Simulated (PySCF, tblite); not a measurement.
# C₄H₁₂FNSi₃: geometry, infrared bands and NMR shifts

What infrared bands and NMR shifts should C₄H₁₂FNSi₃ (`F[C@@H]1C=CC[Si@H]1N([SiH3])[SiH3]`) show?

The runs use tblite 0.8.0 and PySCF 2.14.0, with density-fitted response routines of our own; the level of theory stands in each step. All values are computed, except where a source is named. Atoms are numbered from 0 throughout.

## 1. The starting structure

21 atoms, charge 0, multiplicity 1; geometry from: force field or distance geometry start.

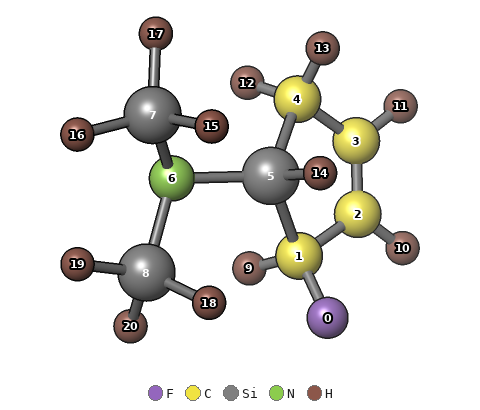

As it starts; fluorine purple, carbon yellow, silicon grey, nitrogen green, hydrogen brown, atoms numbered.

## 2. Geometry optimisation with GFN2-xTB

What the job is given:

```
{"job": {"kind": "relax", "xc": "GFN2-xTB", "basis": "xTB"}, "charge": 0, "multiplicity": 1}
F     -1.305500     1.894600     1.474800
C     -1.395100     1.244900     0.264200
C     -2.671700     0.556400     0.058000
C     -2.685400    -0.597300    -0.483600
C     -1.414500    -1.244400    -0.847300
Si    -0.261600    -0.275400     0.246500
N      1.313200     0.069900    -0.480300
Si     2.450800    -1.280700    -0.160000
Si     2.038100     1.507100     0.300500
H     -1.139400     1.851100    -0.602100
H     -3.633000     1.080000     0.356800
H     -3.651900    -1.167500    -0.660200
H     -1.166100    -1.096100    -1.922500
H     -1.435700    -2.317500    -0.588300
H     -0.149000    -0.894900     1.562700
H      2.354700    -1.677500     1.268100
H      3.827400    -0.822400    -0.402400
H      2.113900    -2.462900    -0.985100
H      1.760300     1.461200     1.747200
H      3.500700     1.413600     0.118000
H      1.540800     2.774600    -0.265300
```

Launch:

```
$ OMP_NUM_THREADS=1 python probes_run.py task.json out
```

This one command runs all jobs of the session in turn.

The program printed:

```text
step      E/eV     max force
  0    -749.17256    4.620
  1    -749.38097    3.725
  2    -749.54987    1.112
  3    -749.62241    0.876
  4    -749.68387    1.004
  5    -749.72508    0.384
  6    -749.75028    0.398
  7    -749.78625    0.626
  8    -749.81470    0.679
  9    -749.83784    0.348
 10    -749.85578    0.335
 11    -749.87571    0.515
 12    -749.90185    0.718
 13    -749.92946    0.557
 14    -749.94917    0.303
 15    -749.95938    0.182
 16    -749.96768    0.298
 17    -749.97723    0.315
 18    -749.98522    0.264
 19    -749.99065    0.171
 20    -749.99402    0.136
 21    -749.99694    0.157
 22    -749.99994    0.141
 23    -750.00324    0.150
 24    -750.00718    0.140
 25    -750.01178    0.199
 26    -750.01652    0.178
 27    -750.02086    0.174
 28    -750.02466    0.152
 29    -750.02829    0.128
 30    -750.03220    0.146
 31    -750.03582    0.135
 32    -750.03836    0.113
 33    -750.04012    0.101
 34    -750.04182    0.088
 35    -750.04384    0.116
 36    -750.04592    0.115
 37    -750.04746    0.078
 38    -750.04844    0.071
 39    -750.04933    0.071
 40    -750.05040    0.097
 41    -750.05146    0.085
 42    -750.05240    0.074
 43    -750.05331    0.098
 44    -750.05440    0.103
 45    -750.05562    0.092
 46    -750.05666    0.072
 47    -750.05750    0.069
 48    -750.05843    0.096
 49    -750.05980    0.107
 50    -750.06160    0.113
 51    -750.06322    0.078
 52    -750.06435    0.091
 53    -750.06532    0.107
 54    -750.06660    0.110
 55    -750.06863    0.119
 56    -750.07124    0.122
 57    -750.07390    0.087
 58    -750.07576    0.099
 59    -750.07671    0.062
 60    -750.07709    0.037
 61    -750.07728    0.030
 62    -750.07747    0.057
 63    -750.07774    0.065
 64    -750.07826    0.054
 65    -750.07867    0.046
 66    -750.07903    0.060
 67    -750.07931    0.065
 68    -750.07964    0.065
 69    -750.08007    0.061
 70    -750.08060    0.057
 71    -750.08108    0.041
 72    -750.08141    0.040
 73    -750.08162    0.032
 74    -750.08180    0.029
 75    -750.08198    0.028
 76    -750.08212    0.021
 77    -750.08223    0.022
 78    -750.08235    0.028
 79    -750.08250    0.031
 80    -750.08271    0.034
 81    -750.08291    0.029
 82    -750.08311    0.031
 83    -750.08331    0.031
 84    -750.08353    0.032
 85    -750.08375    0.029
 86    -750.08394    0.029
 87    -750.08410    0.028
 88    -750.08427    0.025
 89    -750.08448    0.029
 90    -750.08473    0.030
 91    -750.08502    0.034
 92    -750.08527    0.033
 93    -750.08545    0.030
 94    -750.08559    0.031
 95    -750.08574    0.026
 96    -750.08604    0.028
 97    -750.08626    0.031
 98    -750.08642    0.025
 99    -750.08650    0.020
100    -750.08656    0.017
101    -750.08665    0.022
102    -750.08675    0.022
103    -750.08683    0.019
104    -750.08687    0.014
105    -750.08690    0.010
106    -750.08694    0.014
107    -750.08698    0.015
108    -750.08703    0.019
109    -750.08709    0.022
110    -750.08715    0.017
111    -750.08724    0.020
112    -750.08734    0.023
113    -750.08745    0.023
114    -750.08757    0.024
115    -750.08771    0.029
116    -750.08784    0.023
117    -750.08793    0.025
118    -750.08801    0.026
119    -750.08815    0.026
120    -750.08842    0.047
121    -750.08890    0.072
122    -750.08961    0.081
123    -750.09037    0.067
124    -750.09088    0.060
125    -750.09094    0.069
126    -750.09133    0.036
127    -750.09158    0.038
128    -750.09206    0.040
129    -750.09255    0.041
130    -750.09307    0.051
131    -750.09343    0.052
132    -750.09369    0.040
133    -750.09395    0.038
134    -750.09418    0.031
135    -750.09446    0.029
136    -750.09458    0.026
137    -750.09485    0.029
138    -750.09502    0.023
139    -750.09516    0.017
140    -750.09523    0.015
141    -750.09530    0.013
142    -750.09537    0.016
143    -750.09542    0.014
144    -750.09544    0.009
```

It took 2.8 s on 1 thread of Arm Neoverse N1, shared host; peak memory 0.18 GiB.

Along the way: (not every step is listed)

| step | energy from step 0 (eV) | largest force (eV/Å) |
| --- | --- | --- |
| 0 | 0.0000 | 4.6203 |
| 1 | -0.2084 | 3.7246 |
| 2 | -0.3773 | 1.1121 |
| 3 | -0.4498 | 0.8760 |
| 4 | -0.5113 | 1.0037 |
| 5 | -0.5525 | 0.3838 |
| 6 | -0.5777 | 0.3978 |
| 7 | -0.6137 | 0.6256 |
| 8 | -0.6421 | 0.6794 |
| 21 | -0.8244 | 0.1573 |
| 34 | -0.8693 | 0.0882 |
| 47 | -0.8849 | 0.0685 |
| 60 | -0.9045 | 0.0367 |
| 73 | -0.9091 | 0.0315 |
| 86 | -0.9114 | 0.0292 |
| 99 | -0.9139 | 0.0205 |
| 112 | -0.9148 | 0.0230 |
| 125 | -0.9184 | 0.0687 |
| 138 | -0.9225 | 0.0233 |
| 139 | -0.9226 | 0.0170 |
| 140 | -0.9227 | 0.0153 |
| 141 | -0.9227 | 0.0132 |
| 142 | -0.9228 | 0.0164 |
| 143 | -0.9229 | 0.0139 |
| 144 | -0.9229 | 0.0092 |

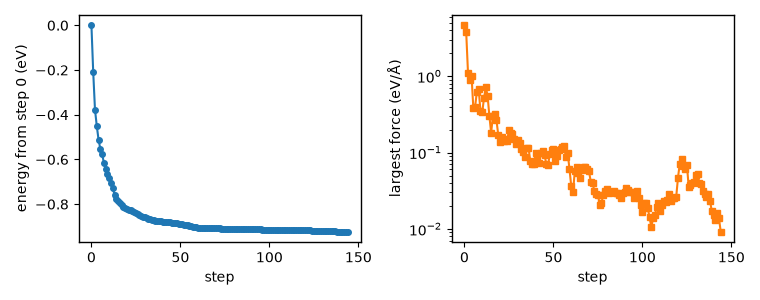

Energy and force, step by step.

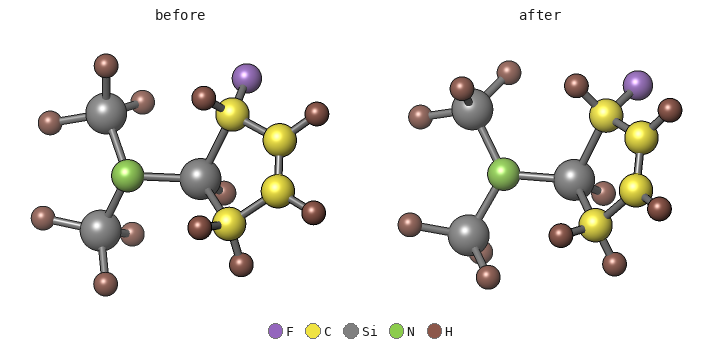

The geometry before (left) and after (right).

Distances of close pairs at the start and the end, largest changes first:

| bond | before (Å) | after (Å) | change (Å) |
| --- | --- | --- | --- |
| C2–H10 | 1.135 | 1.080 | -0.055 |
| C3–H11 | 1.136 | 1.081 | -0.055 |
| C2–C3 | 1.275 | 1.323 | +0.048 |
| N6–Si7 | 1.795 | 1.748 | -0.047 |
| C4–Si5 | 1.861 | 1.907 | +0.046 |
| N6–Si8 | 1.789 | 1.755 | -0.034 |
| Si5–N6 | 1.768 | 1.735 | -0.033 |
| C1–C2 | 1.465 | 1.495 | +0.030 |

The end geometry stands in the next job.

## 3. Infrared spectrum with GFN2-xTB

What the job is given:

```
{"job": {"kind": "ir", "xc": "GFN2-xTB", "basis": "xTB"}, "charge": 0, "multiplicity": 1}
F     -1.720225     1.609134     1.858351
C     -1.401348     1.150029     0.580849
C     -2.626419     0.658079    -0.120434
C     -2.567576    -0.517841    -0.723062
C     -1.294819    -1.306870    -0.668998
Si    -0.239251    -0.375063     0.617398
N      1.387688    -0.016685     0.131183
Si     2.407128    -1.387068    -0.239890
Si     2.015634     1.618799     0.237490
H     -0.992257     2.027843     0.065830
H     -3.510484     1.277481    -0.107233
H     -3.407374    -0.926939    -1.266740
H     -0.830841    -1.324286    -1.657358
H     -1.509192    -2.344419    -0.412405
H     -0.279661    -0.996317     1.948545
H      2.803817    -2.041243     1.009054
H      3.568128    -0.889278    -0.970040
H      1.627499    -2.312299    -1.060791
H      1.505021     2.237653     1.457812
H      3.472532     1.523624     0.277479
H      1.583078     2.352609    -0.957511
```

The program printed:

```text
mode    cm-1     km/mol
  1     -42.1      0.79
  2      19.1      0.53
  3      50.0      0.43
  4      87.3      1.50
  5      97.8      1.20
  6     125.4      0.47
  7     176.4      1.37
  8     207.1      0.72
  9     218.7     10.50
 10     276.8      6.31
 11     287.6      6.49
 12     371.6     13.37
 13     474.4      4.91
 14     508.6      4.24
 15     555.4      0.92
 16     571.3      7.45
 17     578.9    101.21
 18     589.0     24.61
 19     606.9    108.49
 20     635.7      8.14
 21     670.8    155.77
 22     694.8     34.65
 23     725.9     40.90
 24     761.6    118.78
 25     767.9     64.70
 26     774.7     94.02
 27     778.8    123.88
 28     783.2    272.38
 29     798.3    649.30
 30     809.6    207.14
 31     824.8    208.35
 32     900.1      1.19
 33     958.1    408.19
 34     978.0    557.06
 35     988.5     36.07
 36    1020.1     51.97
 37    1041.9      6.42
 38    1093.9      5.94
 39    1117.0     32.43
 40    1194.9      1.44
 41    1238.6     24.21
 42    1270.6     16.17
 43    1314.6      1.56
 44    1457.9      6.83
 45    1708.0     22.18
 46    2207.3    155.97
 47    2214.7    192.84
 48    2235.5    549.56
 49    2256.9    231.32
 50    2267.4    167.19
 51    2274.7    247.77
 52    2288.5    499.52
 53    2890.4     56.29
 54    2954.7     34.50
 55    2988.3     24.61
 56    3063.3     36.03
 57    3087.8     63.85
```

Run time: 2.2 s. Hardware: 1 thread of Arm Neoverse N1, shared host; peak memory 0.18 GiB.

The strongest bands and the atoms that carry them (share of the mass-weighted mode):

| cm⁻¹ | km/mol | atoms |
| --- | --- | --- |
| 783 | 272.4 | H19 29 %, H20 16 %, C4 13 % |
| 798 | 649.3 | H15 18 %, H17 18 %, H19 11 % |
| 958 | 408.2 | N6 77 %, Si7 11 % |
| 978 | 557.1 | N6 68 %, Si5 16 % |
| 2236 | 549.6 | H15 82 % |
| 2257 | 231.3 | H17 79 % |
| 2275 | 247.8 | H18 77 %, H19 19 % |
| 2288 | 499.5 | H16 80 %, H19 15 % |

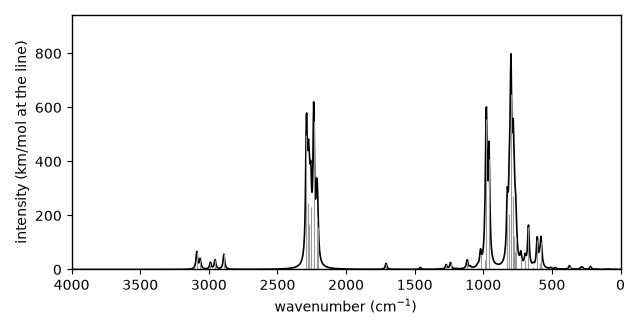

The infrared spectrum from these modes, unscaled. Lines are broadened to a width of 14 cm⁻¹ (Lorentzian).

## 4. Nuclear shieldings: PBE0/pcSseg-1

The job, as its differences from that of step 3:

```diff
@@ -1,2 +1,2 @@
-{"job": {"kind": "ir", "xc": "GFN2-xTB", "basis": "xTB"}, "charge": 0, "multiplicity": 1}
+{"job": {"kind": "nmr", "xc": "PBE0", "basis": "pcSseg-1"}, "charge": 0, "multiplicity": 1}
 F     -1.720225     1.609134     1.858351
```

Method: GIAO PBE0/pcSseg-1 NMR shielding, non-relativistic, gas phase.

The program printed:

```text
coarse grid: 18808 points
cycle   1  E = -1181.8189600455  dE =  9.302e-01  |g| = 6.683e-01  |ddm| = 4.228e+00
cycle   2  E = -1181.7456853520  dE =  7.327e-02  |g| = 9.189e-01  |ddm| = 1.243e+00
cycle   3  E = -1181.9051155442  dE = -1.594e-01  |g| = 1.081e-01  |ddm| = 8.001e-01
cycle   4  E = -1181.9074485454  dE = -2.333e-03  |g| = 4.338e-02  |ddm| = 1.458e-01
cycle   5  E = -1181.9078883193  dE = -4.398e-04  |g| = 8.808e-03  |ddm| = 4.499e-02
cycle   6  E = -1181.9078985500  dE = -1.023e-05  |g| = 3.709e-03  |ddm| = 8.495e-03
cycle   7  E = -1181.9079012718  dE = -2.722e-06  |g| = 5.773e-04  |ddm| = 3.430e-03
final grid: 167672 points
cycle   8  E = -1181.9640495196  dE = -3.595e-05  |g| = 8.519e-03  |ddm| = 3.427e-02
cycle   9  E = -1181.9640347890  dE =  1.473e-05  |g| = 1.215e-02  |ddm| = 1.759e-02
cycle  10  E = -1181.9640661828  dE = -3.139e-05  |g| = 1.147e-03  |ddm| = 1.002e-02
cycle  11  E = -1181.9640664264  dE = -2.435e-07  |g| = 3.126e-04  |ddm| = 1.253e-03
cycle  12  E = -1181.9640664462  dE = -1.984e-08  |g| = 9.709e-05  |ddm| = 3.598e-04
cycle  13  E = -1181.9640664479  dE = -1.641e-09  |g| = 3.628e-05  |ddm| = 1.036e-04
cycle  14  E = -1181.9640664481  dE = -2.356e-10  |g| = 4.587e-06  |ddm| = 2.885e-05
converged SCF energy = -1181.9640664481

GIAO shielding tensors (ppm)
atom      isotropic    diamagn.    paramagn.     s11        s22        s33       span
  0 F      417.497     474.924     -57.427    377.316    419.697    455.477     78.161
  1 C       92.145     253.451    -161.307     52.554     80.586    143.295     90.741
  2 C       45.613     255.836    -210.223    -62.108     64.142    134.805    196.912
  3 C       46.001     255.701    -209.700    -63.382     53.882    147.503    210.886
  4 C      163.659     256.513     -92.854    147.599    162.301    181.077     33.478
  5 Si     341.845     882.593    -540.747    286.913    355.541    383.082     96.168
  6 N      276.718     333.803     -57.085    257.913    278.670    293.570     35.657
  7 Si     396.197     880.125    -483.928    354.482    366.853    467.254    112.772
  8 Si     396.291     880.196    -483.906    357.026    373.420    458.427    101.401
  9 H       25.704      33.093      -7.388     24.493     25.716     26.904      2.412
 10 H       25.245      30.060      -4.816     23.394     25.409     26.931      3.537
 11 H       25.508      29.451      -3.943     23.024     26.476     27.024      4.000
 12 H       30.058      33.669      -3.611     26.046     28.800     35.330      9.284
 13 H       29.778      31.483      -1.705     25.274     28.292     35.769     10.496
 14 H       26.404      30.344      -3.941     23.263     24.996     30.952      7.689
 15 H       26.871      28.805      -1.934     23.150     24.588     32.874      9.724
 16 H       26.910      29.305      -2.395     23.210     25.419     32.101      8.890
 17 H       27.021      30.060      -3.039     22.500     26.973     31.591      9.091
 18 H       26.634      29.713      -3.079     22.903     25.583     31.416      8.513
 19 H       26.919      29.209      -2.290     23.100     25.690     31.967      8.867
 20 H       26.748      30.348      -3.600     23.075     24.720     32.449      9.373
```

Wall time 1.7 min (1 thread of Arm Neoverse N1, shared host); peak memory 1.1 GiB.

The references, computed at this level on geometries of the same kind, shield at (ppm): 1H TMS 31.72, 13C TMS 186.9, 29Si TMS 349.2, 19F CFCl3 170.9, 15N NH3 267.7. Their shielding less the atom's gives the shift. The references are single molecules in the gas phase, so shifts against H2O, NH3, PH3, H3PO4 or CFCl3 are not on the usual liquid scales and can be off by tens of ppm. Atoms listed in one row are averaged.

| atoms | environment | σ (ppm) | δ (ppm) | δ scaled to CDCl3 |
| --- | --- | --- | --- | --- |
| C2 | alkene CH | 45.6 | 141.3 | 136.0 |
| C3 | alkene CH | 46.0 | 140.9 | 135.6 |
| C1 | allylic sp3 CH bonded to F and Si | 92.1 | 94.8 | 90.6 |
| C4 | allylic sp3 CH2 bonded to Si | 163.7 | 23.3 | 20.8 |
| H10 | hydrogen on an alkene CH | 25.24 | 6.47 | 6.21 |
| H11 | hydrogen on an alkene CH | 25.51 | 6.21 | 5.96 |
| H9 | hydrogen on an allylic sp3 CH bonded to F and Si | 25.70 | 6.01 | 5.77 |
| H14 | hydrogen on a silicon bonded to 2 C, N, in a 5-membered ring | 26.40 | 5.31 | – |
| H15, H16, H17, H18, H19, H20 | hydrogen on a silicon bonded to N | 26.85 | 4.87 | – |
| H13 | hydrogen on an allylic sp3 CH2 bonded to Si | 29.78 | 1.94 | 1.93 |
| H12 | hydrogen on an allylic sp3 CH2 bonded to Si | 30.06 | 1.66 | 1.67 |
| F0 | fluorine on an sp3 carbon | 417.5 | -246.6 | – |
| Si5 | silicon bonded to 2 C, N, H, in a 5-membered ring | 341.8 | 7.3 | – |
| Si7, Si8 | silicon bonded to N, 3 H | 396.2 | -47.1 | – |
| N6 | nitrogen bonded to 3 Si | 276.7 | -9.0 | – |

The scaled column applies a straight-line fit of computed shieldings to shifts measured in CDCl3, and one for carbons that bear F (root-mean-square error 0.16 ppm for H, 1.9 ppm for C).

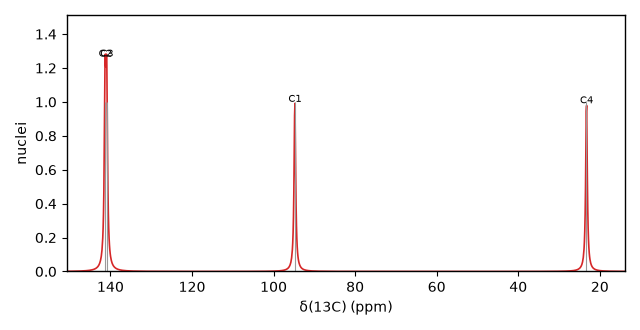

13C lines at the computed shifts, without couplings. Lines are broadened to a width of 0.47 ppm (Lorentzian).

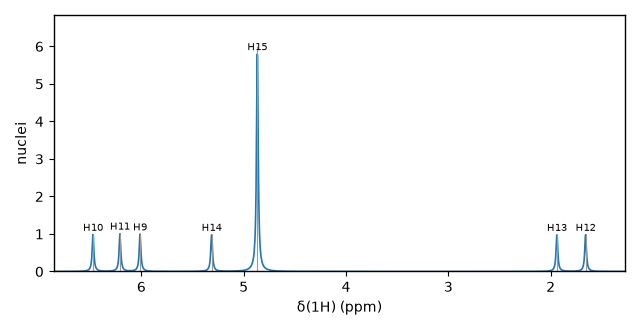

1H lines at the computed shifts, without couplings. Lines are broadened to a width of 0.02 ppm (Lorentzian).

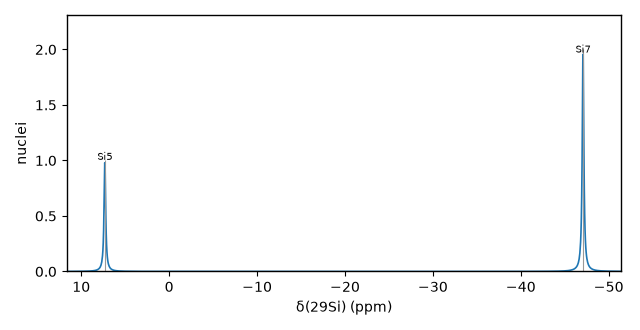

29Si lines at the computed shifts, without couplings. Lines are broadened to a width of 0.22 ppm (Lorentzian).

Charges from the same density, by scheme (e):

| atoms | Mulliken | IAO | Hirshfeld | ESP fit |
| --- | --- | --- | --- | --- |
| F0 | -0.34 | -0.34 | -0.14 | -0.32 |
| C1 | -0.11 | -0.10 | -0.03 | 0.43 |
| C2 | -0.14 | -0.18 | -0.07 | -0.40 |
| C3 | -0.15 | -0.13 | -0.04 | -0.10 |
| C4 | -0.53 | -0.57 | -0.17 | -0.24 |
| Si5 | 1.03 | 1.00 | 0.39 | 0.41 |
| N6 | -1.10 | -1.03 | -0.35 | -0.56 |
| Si7, Si8 | 0.62 | 0.74 | 0.35 | 0.52 |

IAO charges:

F0 -0.34; C1 -0.10; C2 -0.18; C3 -0.13; C4 -0.57; Si5 1.00; N6 -1.03; Si7 0.74; Si8 0.74; H9 0.14; H10 0.16; H11 0.15; H12 0.16; H13 0.15; H14 -0.13; H15 -0.14; H16 -0.12; H17 -0.13; H18 -0.12; H19 -0.12; H20 -0.14

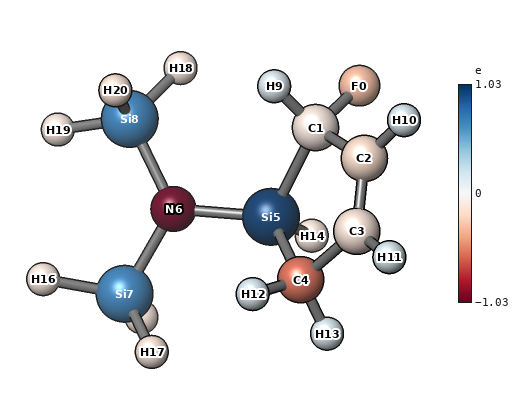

IAO charges, as colours on the atoms.

Mayer bond orders: F0–C1 0.81, C1–C2 1.04, C2–C3 1.88, C3–C4 1.05, C4–Si5 0.88, Si5–N6 0.91, N6–Si7 0.89, N6–Si8 0.86, Si5–C1 0.83.

Ring of atoms C1, C2, C3, C4, Si5: NICS(0) -1.4, NICS(1) -3.0, NICS(1)zz -0.2 ppm (means of both faces).

## 5. Results

| quantity | value |
| --- | --- |
| strongest single infrared mode (GFN2-xTB) | 798 cm⁻¹, 649 km/mol |
| zero-point energy (GFN2-xTB) | 88.4 kcal/mol |
| 13C shifts against TMS (PBE0/pcSseg-1) | 141.3, 140.9, 94.8, 23.3 ppm |
| 1H shifts against TMS (PBE0/pcSseg-1, means over atoms taken as alike) | 6.47, 6.21, 6.01, 5.31, 4.87, 1.94, 1.66 ppm |
| 19F shifts against CFCl3 (PBE0/pcSseg-1) | -246.6 ppm |
| 29Si shifts against TMS (PBE0/pcSseg-1, means over atoms taken as alike) | 7.3, -47.1 ppm |
| 15N shifts against NH3 (PBE0/pcSseg-1) | -9.0 ppm |

What this shows: Over 144 steps the energy fell by 0.923 eV; of the close pairs, C2–H10 changed most, 1.135 to 1.080 Å. The lowest mode is imaginary (42i cm⁻¹), so the xTB geometry is not a minimum. The strongest single mode, at 798 cm⁻¹, is spread over many atoms; the largest shares are those of H15, H17. Unscaled tight-binding wavenumbers are off by several per cent, some by more. Its intensities can rank the bands wrongly. At PBE0/pcSseg-1: Shielding is most anisotropic at C3 (span 211 ppm, paramagnetic term -210 ppm).
